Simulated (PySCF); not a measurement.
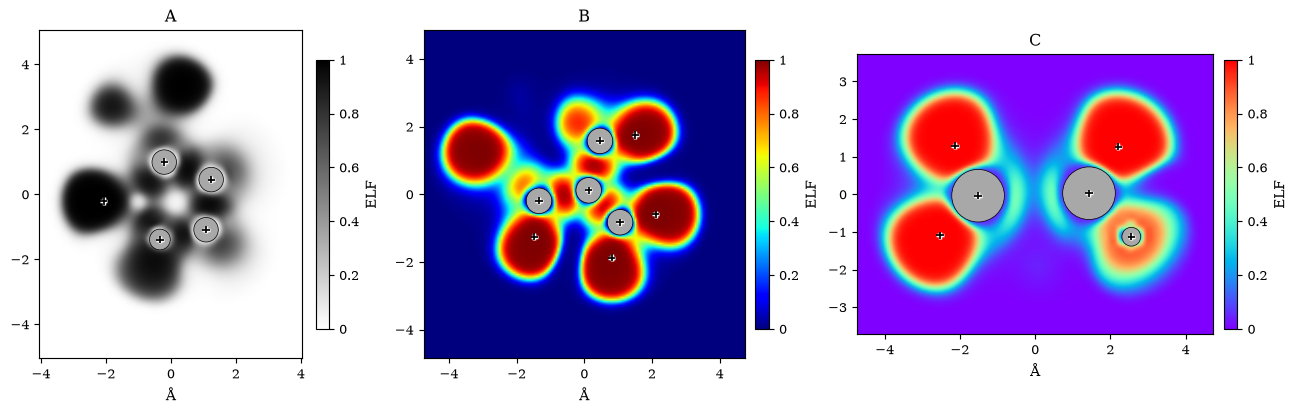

The electron localisation function of 3 systems, each on a plane through atoms (crosses mark nuclei in the plane; grey discs cover the cores).

Method: PBE0/pcSseg-1, SCF density, gas phase, non-relativistic (PySCF 2.14.0).

System 1: FH₅P₂Si₂ (SMILES F[SiH]1P[SiH2]P1), the plane of atoms H8, Si4 and H9. Geometry: GFN2-xTB, coordinate held.

```yaml
atoms:
  - { symbol: F, position_ang: [-2.5423, 0.5790, 0.9133] }
  - { symbol: Si, position_ang: [-1.4160, 0.1941, -0.1752] }
  - { symbol: P, position_ang: [0.2020, 1.8170, -0.2647] }
  - { symbol: Si, position_ang: [1.5187, -0.0585, -0.0266] }
  - { symbol: P, position_ang: [-0.1300, -1.4733, 0.6101] }
  - { symbol: H, position_ang: [-2.1802, -0.0508, -1.3876] }
  - { symbol: H, position_ang: [0.1016, 1.5804, 1.1052] }
  - { symbol: H, position_ang: [2.1352, -0.4468, -1.2967] }
  - { symbol: H, position_ang: [2.5183, 0.0941, 1.0295] }
  - { symbol: H, position_ang: [-0.1599, -2.2290, -0.5481] }
```

System 2: C₅H₁₁N, the plane of atoms C2, C3 and C4. Geometry: PBE0-D3(BJ)/def2-SVP.

```yaml
atoms:
  - { symbol: C, position_ang: [2.0078, -0.0924, -0.1785] }
  - { symbol: C, position_ang: [0.6087, 0.1321, 0.3646] }
  - { symbol: C, position_ang: [-0.3205, -1.0968, 0.2995] }
  - { symbol: C, position_ang: [-1.7098, -0.5172, -0.0760] }
  - { symbol: N, position_ang: [-1.6024, 0.9378, -0.0609] }
  - { symbol: C, position_ang: [-0.2114, 1.2005, -0.3773] }
  - { symbol: H, position_ang: [1.9703, -0.4109, -1.2333] }
  - { symbol: H, position_ang: [2.6116, 0.8273, -0.1284] }
  - { symbol: H, position_ang: [2.5436, -0.8721, 0.3848] }
  - { symbol: H, position_ang: [0.6866, 0.4559, 1.4187] }
  - { symbol: H, position_ang: [-0.3359, -1.6440, 1.2547] }
  - { symbol: H, position_ang: [0.0295, -1.8076, -0.4676] }
  - { symbol: H, position_ang: [-1.9851, -0.8441, -1.0938] }
  - { symbol: H, position_ang: [-2.5199, -0.8524, 0.5894] }
  - { symbol: H, position_ang: [-1.7903, 1.2762, 0.8807] }
  - { symbol: H, position_ang: [0.0711, 2.2322, -0.1182] }
  - { symbol: H, position_ang: [-0.0607, 1.0874, -1.4684] }
```

System 3: C₆H₁₀S, the plane of atoms C2, C1 and H9. Geometry: GFN2-xTB.

```xyz
17

C     1.7788   -0.9891   -0.5869
C     0.7288   -0.5084    0.0571
C     0.7337    0.8364    0.7200
C     0.0268    1.8130   -0.2049
S    -1.7311    1.3731   -0.4426
C    -1.8498   -0.4297   -0.0681
C    -0.5709   -1.2521    0.1537
H     2.7147   -0.4576   -0.6187
H     1.7502   -1.9363   -1.0982
H     1.7556    1.1829    0.8846
H     0.2154    0.7955    1.6807
H     0.0165    2.8242    0.2018
H     0.5065    1.8226   -1.1851
H    -2.4908   -0.4795    0.8123
H    -2.4086   -0.8295   -0.9137
H    -0.6189   -1.6816    1.1605
H    -0.5569   -2.0840   -0.5526
```

Which map belongs to which system?

Answer. Panel A is system 2, C₅H₁₁N: the plane holds C, N and H. C–N (1.46 Å): the ELF peaks at about 0.95 between the atoms: a shared electron pair. Panel B is system 3, C₆H₁₀S: the plane holds C and H. C–C (1.32 Å): the ELF peaks at about 0.90 between the atoms (a multiple bond). Panel C is system 1, FH₅P₂Si₂: the plane holds F, Si and H. Si–F (1.61 Å): the ELF peaks at about 0.85 in the valence shell of F, 0.5 Å from its nucleus, and is about 0.50 at the midpoint.
